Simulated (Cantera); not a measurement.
Charge: 1 mol B2H6, a varied amount of NH3, at 700 °C and 13.3 mbar.

Equilibrium computed with Cantera from the NASA thermochemical tables; the gas is ideal and each condensed phase is pure. Candidate condensed phases: B, BN; 15 gas species. The feed counts by its element totals alone. The numbers say what is thermodynamically allowed, not how fast it happens.

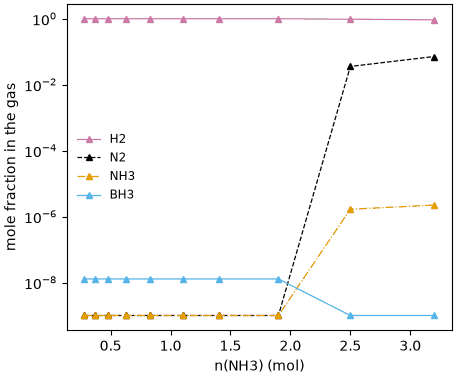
Equilibrium gas composition (values under 1e-9 drawn at 1e-9)

From 0.28 mol NH3 to 1.9 mol NH3 the condensed part is B(s) + BN(s). From 2.5 mol NH3 to 3.2 mol NH3 the condensed part is BN(s).
